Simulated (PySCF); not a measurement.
```json
{"atom": "B", "x (Å)": "1.2803", "y (Å)": "0.2859", "z (Å)": "-0.0522"}
{"atom": "N", "x (Å)": "0.0486", "y (Å)": "-0.3703", "z (Å)": "-0.2302"}
{"atom": "B", "x (Å)": "-1.2310", "y (Å)": "0.0175", "z (Å)": "0.2178"}
{"atom": "F", "x (Å)": "-2.2523", "y (Å)": "-0.7762", "z (Å)": "-0.0804"}
{"atom": "H", "x (Å)": "2.2496", "y (Å)": "-0.1853", "z (Å)": "-0.5069"}
{"atom": "H", "x (Å)": "1.2960", "y (Å)": "1.2888", "z (Å)": "0.5455"}
{"atom": "H", "x (Å)": "0.0610", "y (Å)": "-1.2404", "z (Å)": "-0.7484"}
{"atom": "H", "x (Å)": "-1.4431", "y (Å)": "0.9893", "z (Å)": "0.8302"}
```

Geometry: GFN2-xTB.

Level of theory: PBE0/def2-SVPD, SCF density, gas phase (PySCF 2.14.0).

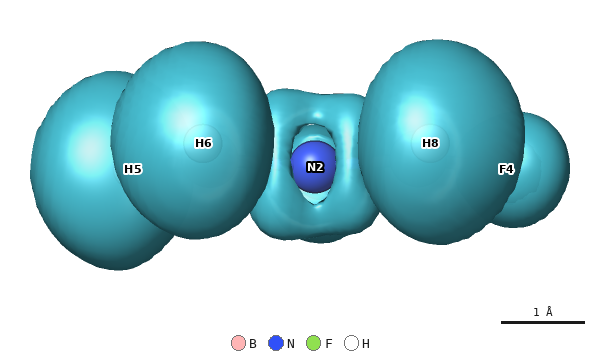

B2FH4N (SMILES BNBF). Isosurface of the ELF at 0.8 (cyan), seen from one side. Only the valence region is drawn (cores and ρ < 0.01 e/Å³ removed).

Where are the electrons localised?

The ELF exceeds this value in four regions around hydrogen nuclei, one region on F in which the atom's valence shell and bonds are merged and one region on N in which the atom's valence shell and bonds are merged.

Values along the shortest contacts:
B–F (1.33 Å): the ELF peaks at about 0.85 between the atoms: a shared but strongly polarised pair. B–N (1.41 Å): the ELF peaks at about 0.95 between the atoms: a polar covalent bond.
